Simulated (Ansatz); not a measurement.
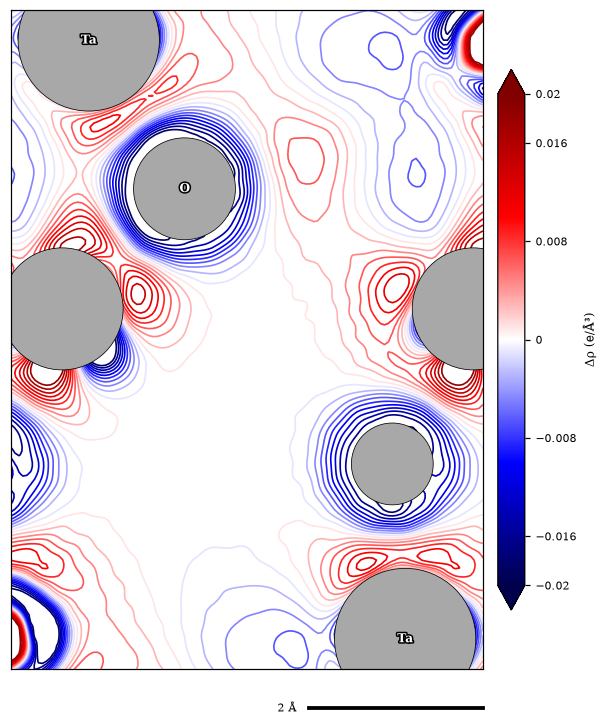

Ta2NbO4. Difference of the valence pseudo-densities of two functionals at the same geometry, on the (101) plane of the calculation cell: one of PBE and r2SCAN less the other.

Both computed with Ansatz (plane waves, PAW), on the same k-point mesh. Grey discs cover the atomic cores.

Which was subtracted from which, and what does the map show?

It is PBE less r2SCAN. Against r2SCAN, PBE gives more density around Ta (+0.005 e/Å³ on average at 1.2 Å from the nucleus), less density around O (−0.014 e/Å³ on average at 0.7 Å from the nucleus) and a change of +0.007 e/Å³ at the midpoint of Ta–O.
